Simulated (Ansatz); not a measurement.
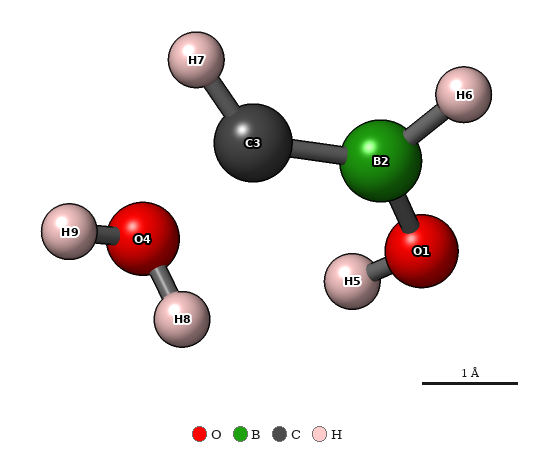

**Figure 1.** The structure (ball-and-stick view, seen at a tilt; atoms are numbered from 1 in the order of the input). Bond lengths as drawn: B–C 1.47 Å, B–H 1.23 Å, B–O 1.40 Å, C–H 1.10 Å and H–O 0.97 to 0.98 Å.

**Run report: CH5BO2, phonon calculation**

System: CH5BO2.
Method: RKS PBE/def2-SVP (Ansatz 0.2.0).

It belongs to a series of runs on one base structure; here: vibrations at the highest image of the band. Figures and captions count atoms from 1; the log counts them from 0 in places.

## The program's output
```
Engine: ansatz 0.2.0, aarch64-unknown-linux-gnu
Functional definition: PBE
  parameter kappa = 0.804
  parameter beta = 0.06672455060314922
  exchange = pbe_x(kappa = kappa, mu = beta*pi^2/3)
  correlation = pbe_c(beta = beta)
888 factors; their error is unknown
mean field evaluation 1: about -5866.3305 eV, gradient 6.3e1 eV
mean field evaluation 2: about -5822.3402 eV, gradient 1.3e2 eV
mean field evaluation 4: about -5874.8249 eV, gradient 1.3e1 eV
mean field evaluation 8: about -5875.1630 eV, gradient 2.7e-1 eV
mean field evaluation 16: about -5875.1326 eV, gradient 1.6e-4 eV
mean field -5875.13256928 eV, -215.9071396131 hartree, gradient 2.6e-5 eV, S^2 0.000000; 0 other end points of the search recorded, 0 dependent functions left out
the calculation of the forces begins
reference -5875.13260043 eV, -215.9071407580 hartree; 16, 16 occupied and 65, 65 virtual orbitals, 888 factors
these checks for a lower state are left out or cut short: stability, starts, cluster_reference, orbital_swaps, neighbouring_geometries, increment
888 factors; their error is unknown
mean field -5875.13244816 eV, -215.9071351620 hartree, gradient 8.5e-7 eV, S^2 0.000000; 0 other end points of the search recorded, 0 dependent functions left out
[... from here on the field's lines of each further geometry are left out, up to the last ...]
the calculation of the forces begins
reference -5875.13258106 eV, -215.9071400461 hartree; 16, 16 occupied and 65, 65 virtual orbitals, 888 factors
these checks for a lower state are left out or cut short: stability, starts, cluster_reference, orbital_swaps, neighbouring_geometries, increment
888 factors; their error is unknown
mean field -5875.13256102 eV, -215.9071393098 hartree, gradient 2.5e-6 eV, S^2 0.000000; 0 other end points of the search recorded, 0 dependent functions left out
the calculation of the forces begins
reference -5875.13259218 eV, -215.9071404547 hartree; 16, 16 occupied and 65, 65 virtual orbitals, 888 factors
WARN: phonons: modes at or below zero, which the zero-point energy, F, S and C_V leave out: 1, the lowest at -174.79 cm⁻¹. A minimum has none, and a first-order saddle one
Total energy: -5875.13260043 eV, -215.9071407580 hartree
Atom 0 at    -1.299173     1.311279    -0.450185 Å, force     0.005167    -0.007435     0.020344 eV/Å
Atom 1 at    -0.024904     1.186119     0.124024 Å, force    -0.018899     0.014698    -0.021590 eV/Å
Atom 2 at     0.783778    -0.028395     0.333619 Å, force     0.019016    -0.004262     0.005396 eV/Å
Atom 3 at    -0.078032    -1.446081    -0.059390 Å, force    -0.001119    -0.008324    -0.002480 eV/Å
Atom 4 at    -1.815773     0.490191    -0.375606 Å, force     0.002603     0.005800    -0.006448 eV/Å
Atom 5 at     0.556992     2.234397     0.382284 Å, force     0.002428    -0.000090     0.003479 eV/Å
Atom 6 at     1.459382    -0.377973     1.126473 Å, force    -0.003373     0.003052     0.005168 eV/Å
Atom 7 at    -0.199094    -1.232753    -1.010132 Å, force    -0.000388    -0.008765    -0.001643 eV/Å
Atom 8 at     0.616824    -2.136783    -0.071086 Å, force    -0.005435     0.005326    -0.002226 eV/Å
Dipole moment:    -0.045922    -1.316196    -0.221645 e Å
Vibrations: -174.79 116.44 259.75 328.43 443.91 484.24 523.39 671.37 765.66 790.80 878.58 952.90 1091.43 1177.39 1412.45 1591.50 2483.39 3172.50 3626.27 3707.04 3726.68 cm⁻¹, zero-point energy 1.748432 eV
```

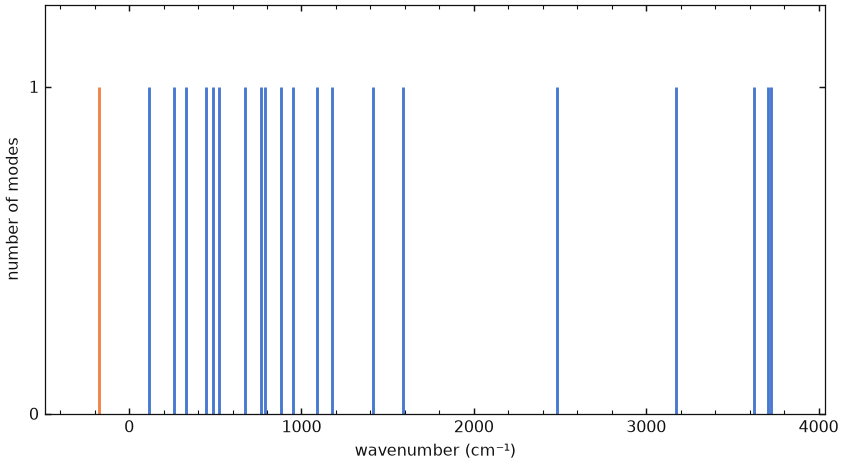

**Figure 2.** Harmonic vibrational wavenumbers from the force constants; neighbouring modes closer than 18 cm⁻¹ are counted in one stick, and imaginary ones are drawn at negative wavenumbers. 21 modes from 175i to 3727 cm⁻¹, 1 imaginary beyond 8i (175i cm⁻¹): a first-order saddle point, if the geometry is stationary.

The run was set up as follows.

## The input
```yaml
crystal:
  periodic: [false, false, false]
  atoms:
    - { symbol: O, position_ang: [-1.299173, 1.311279, -0.450185] }
    - { symbol: B, position_ang: [-0.024904, 1.186119, 0.124024] }
    - { symbol: C, position_ang: [0.783778, -0.028395, 0.333619] }
    - { symbol: O, position_ang: [-0.078032, -1.446081, -0.05939] }
    - { symbol: H, position_ang: [-1.815773, 0.490191, -0.375606] }
    - { symbol: H, position_ang: [0.556992, 2.234397, 0.382284] }
    - { symbol: H, position_ang: [1.459382, -0.377973, 1.126473] }
    - { symbol: H, position_ang: [-0.199094, -1.232753, -1.010132] }
    - { symbol: H, position_ang: [0.616824, -2.136783, -0.071086] }
basis:
  gaussian: { orbitals: def2-SVP }
hamiltonian:
  xc: pbe
phonons: {}
```

Launch command:
```bash
ansatz run input.yaml --threads 1 --pin off --max-ram 2048MiB --backend cpu --events-out ev --progress --plain --runs-dir out
```

## Key numbers

| quantity | value |
| --- | --- |
| outcome | converged |
| total energy | −5875.1326 eV |
| mean-field energy | −5875.1326 eV |
| largest force (length of the vector) | 0.032 eV/Å |
| hardware | 1 thread of Arm Neoverse V2, 24 GiB of memory available, shared host |
| wall time | 52 s |
| peak memory | 0.1 GiB |
